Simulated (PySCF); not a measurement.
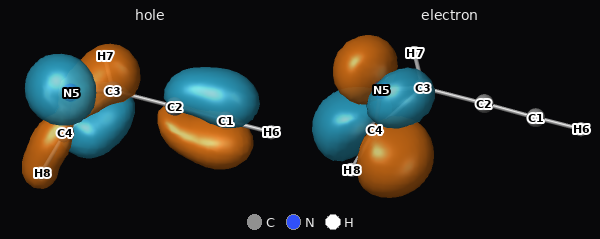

*C4H3N, SMILES `C#CC1C=N1`. Leading natural transition orbital pair of S₁ (TDA singlet states); the surfaces enclose about 78 % of each orbital's density.*

Computed with PySCF, PBE0/def2-SVPD, geometry: GFN2-xTB. No frequency check shows the geometry to be a minimum.

### Where does the state lie, and where do hole and electron sit?

4.73 eV (262 nm), f = 0.008; the leading pair carries 99 %; hole on N5 (27 %), C1 (21 %) and C3 (20 %), electron on C4 (43 %), N5 (38 %) and H8 (9 %); their centroids lie 1.3 Å apart. In canonical orbitals it is mainly HOMO → LUMO (94 %). The HOMO–LUMO gap is 6.34 eV.

The PySCF run took 69 s on 1 thread of Intel(R) Xeon(R) 6975P-C (Granite Rapids), on a shared host, peak memory 0.64 GiB.
